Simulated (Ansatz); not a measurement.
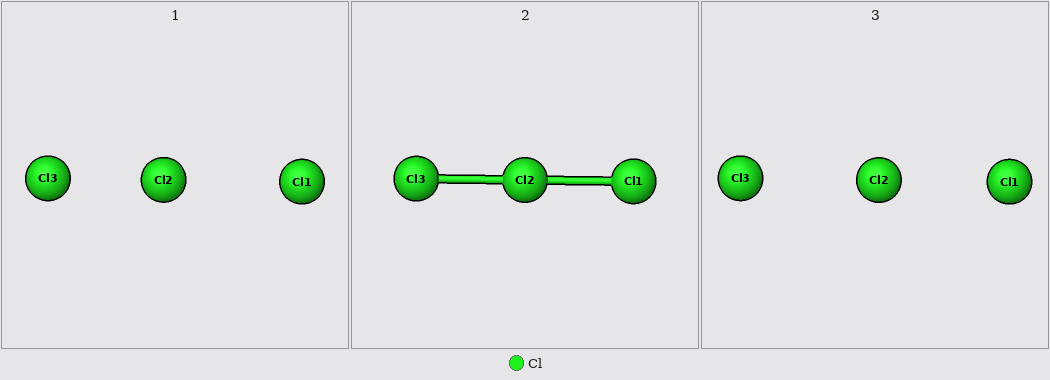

The system Cl⁻ + Cl₂. First axis: distance Cl1–Cl2. Second axis: distance Cl2–Cl3. Nothing is relaxed (the angle Cl1–Cl2–Cl3 is fixed at 180 degrees). The grid has 17 × 17 points; 153 points were computed and 136 follow by symmetry. Points are written as (first, second). Energies are in kJ/mol, from the lowest grid point. The reference is spin-restricted, so regions where a bond is pulled apart into radicals lie too high. All numbers below come from RKS PBE0-D4/def2-TZVPD (Ansatz).

The numbered pictures are structures from this grid.

Which is the most stable, and how do the others follow?

Answer. 2, at (2.303 Å, 2.303 Å): 0 kJ/mol; 1, at (2.935 Å, 2.451 Å): 76 kJ/mol; 3, at (2.768 Å, 2.935 Å): 129 kJ/mol.

The map, with the structures marked:

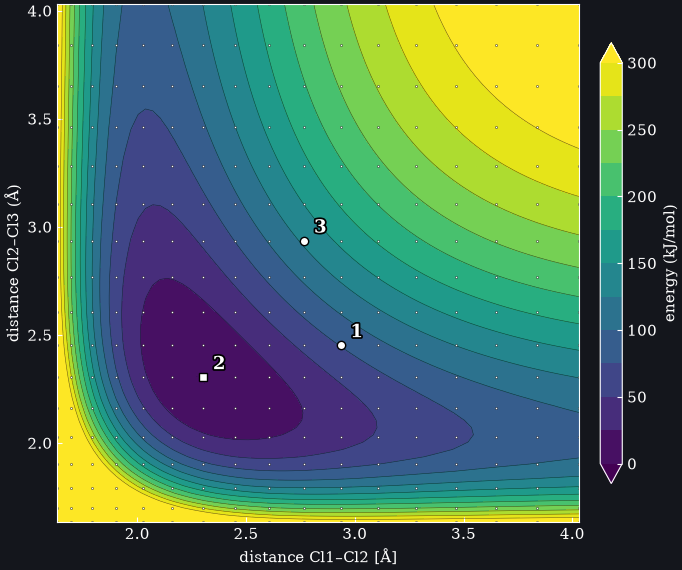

Drawn: filled contours, dots at the grid points, one colour for all values above the top of the scale. Between grid points the surface is interpolated.
